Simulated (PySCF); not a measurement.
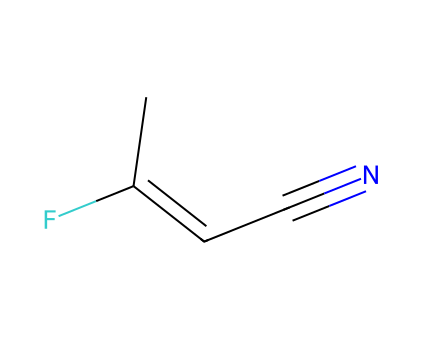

2D structure.

Transcribe the drawing into SMILES.

C/C(F)=C\C#N

What is the molecular formula?

C4H4FN.

More results for the same structure follow; atom numbers are the same in all pictures, views and colours differ. Computed geometry: PBE0-D3(BJ)/def2-SVP optimisation. No frequency run is at hand to confirm it as a minimum.

Shape

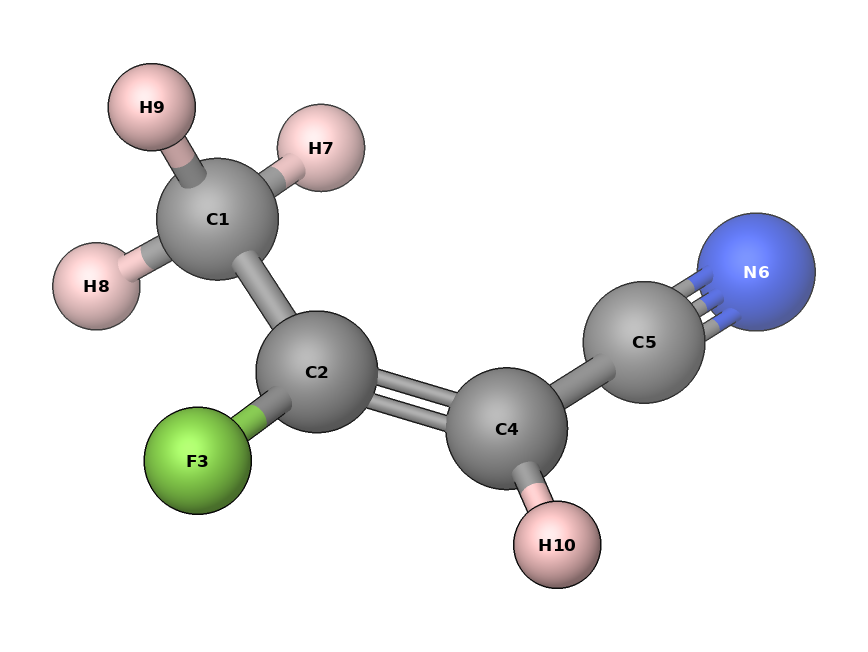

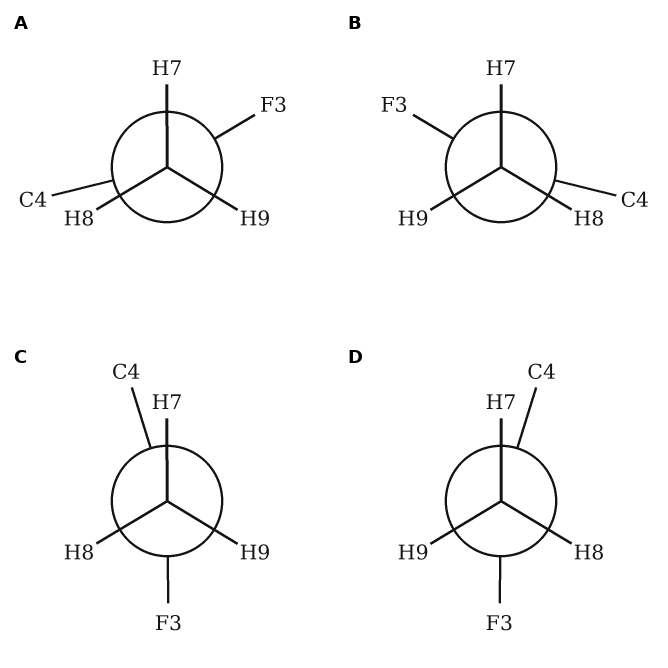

Distant atoms are faded towards the background colour. Bonds that would overlap in a projection are set slightly apart. No frequency run is at hand to confirm it as a minimum.

Which Newman projection shows the view along C1–C2, with C1 in front?

C. The torsion angle H7–C1–C2–F3 is 179°, antiperiplanar (anti).

Core levels

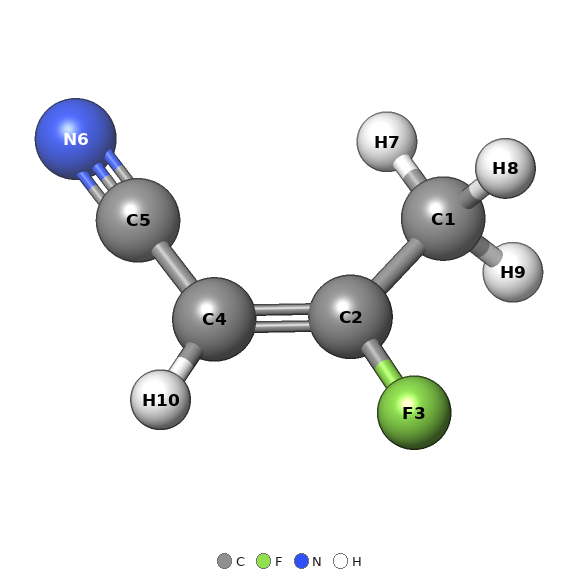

No frequency run is at hand to confirm it as a minimum. Properties computed with delta-SCF UKS SCAN, pcX-2 on the ionised atom, pcseg-1 elsewhere, spin-free X2C (PySCF 2.14.0).

Give the core-electron binding energies (to vacuum) of C1 1s, C2 1s, F3 1s, C4 1s, C5 1s, N6 1s.

| atom | level | binding energy (eV) |
| --- | --- | --- |
| C1 | 1s | 292.0 |
| C2 | 1s | 294.0 |
| F3 | 1s | 693.9 |
| C4 | 1s | 291.9 |
| C5 | 1s | 292.4 |
| N6 | 1s | 404.9 |

Levels of theory compared

No frequency run is at hand to confirm it as a minimum. Program: PySCF 2.14.0.

At this fixed geometry, give HOMO–LUMO gap (eV), HOMO energy (eV) at these levels: B3LYP/def2-SVPD; B3LYP/pcJ-1; PBE/pcSseg-2; PBE0/pcSseg-1.

| level | HOMO–LUMO gap (eV) | HOMO energy (eV) |
| --- | --- | --- |
| B3LYP/def2-SVPD | 6.09 | −7.74 |
| B3LYP/pcJ-1 | 6.12 | −7.68 |
| PBE/pcSseg-2 | 4.44 | −6.75 |
| PBE0/pcSseg-1 | 6.57 | −7.91 |

Excitation

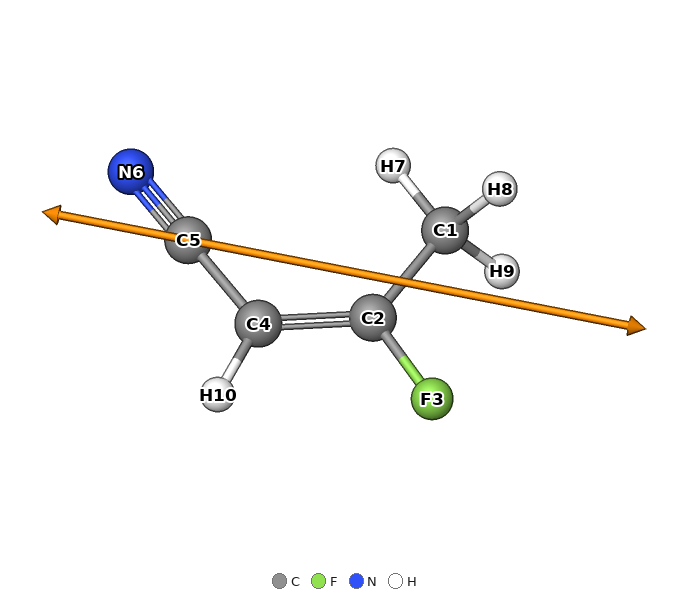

The double arrow shows the direction of the transition dipole to excited singlet state 1 (its length means nothing). No frequency run is at hand to confirm it as a minimum. Method: TDDFT B3LYP/def2-SVPD, vertical, gas phase, core orbitals frozen in the response (PySCF 2.14.0).

Where does the transition lie, and how strong is it?

6.07 eV (204 nm), oscillator strength 0.37, mainly HOMO → LUMO (weight 0.91); transition dipole 3.98 D.

Spin–spin coupling

No frequency run is at hand to confirm it as a minimum. Method: B3LYP/pcJ-1 indirect spin-spin coupling, non-relativistic, gas phase (PySCF 2.14.0). Isotopes: 13C, 19F, 1H, 15N.

Give the spin–spin coupling constants of these pairs, with the number of bonds between them: C2/F3, C2/N6, F3/H10, N6/H10.

```csv
pair,bonds apart,J (Hz)
"C2, F3",1,−351.2
"C2, N6",3,−1.5
"F3, H10",3,11.1
"N6, H10",3,−1.6
```

Density functionals are unreliable for couplings to fluorine, so those rows may be far off.
